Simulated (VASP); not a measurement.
Band structure of CdS (zinc blende). Level of theory: RPBE GGA, VASP's PBE PAW potentials (set 64) (plane waves; VASP 6.6.1).

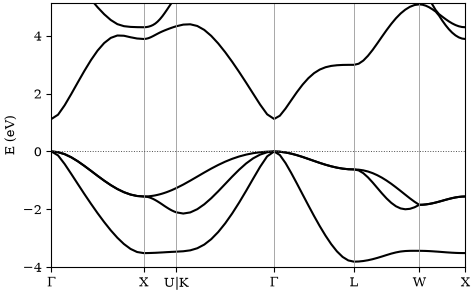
Figure: Bands along high-symmetry lines, zero at the valence-band maximum or, without a gap, the Fermi level

Task: Read the plot: is there a gap, and where are the band edges?

Result: The gap is direct, 1.13 eV, from the valence maximum at Γ to the conduction minimum at Γ. (Edges off the drawn lines would not show.)

Measured: gap 2.48 eV at 4 K (computed value off by -1.35 eV), as given by arXiv:1206.3780.

The compound is CdS in the zinc blende structure, a metastable form; wurtzite is the usual one. It was relaxed first, which changed the volume by +10 %.
